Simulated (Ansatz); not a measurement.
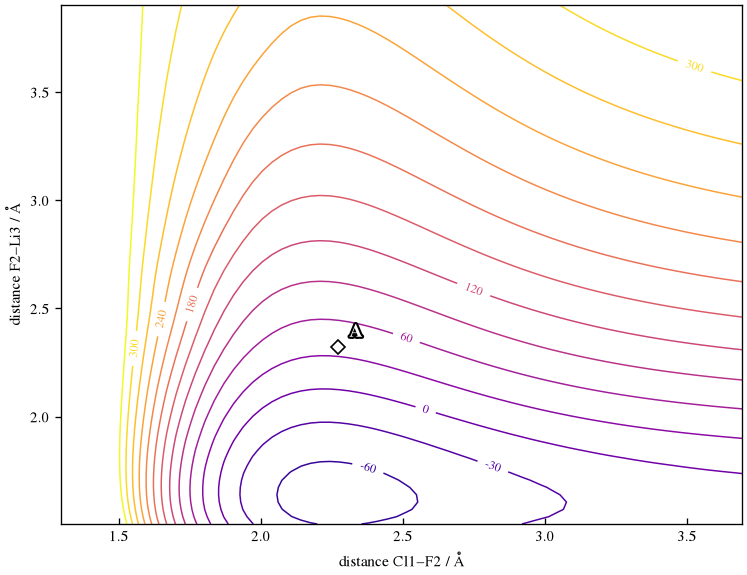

The system Cl + FLi, spin multiplicity 2. Coordinates scanned: (1) distance Cl1–F2; (2) distance F2–Li3. Nothing is relaxed (the angle Cl1–F2–Li3 is fixed at 90 degrees). Grid: 17 × 17 points. Energies: kJ/mol, counted from Cl far from the relaxed FLi (each part in its own basis). Level of theory: UKS PBE0-D4/def2-SVPD in Ansatz.

Drawn: contour lines labelled in kJ/mol (none above 330), the point A. Between grid points the surface is interpolated.

> Which way does the force act at A, and how strong is it?

A, at distance Cl1–F2 = 2.271 Å, distance F2–Li3 = 2.323 Å, is not a stationary point. The computed force is 24 kJ/mol for each Å towards smaller values of distance Cl1–F2 and 183 kJ/mol for each Å towards smaller values of distance F2–Li3.
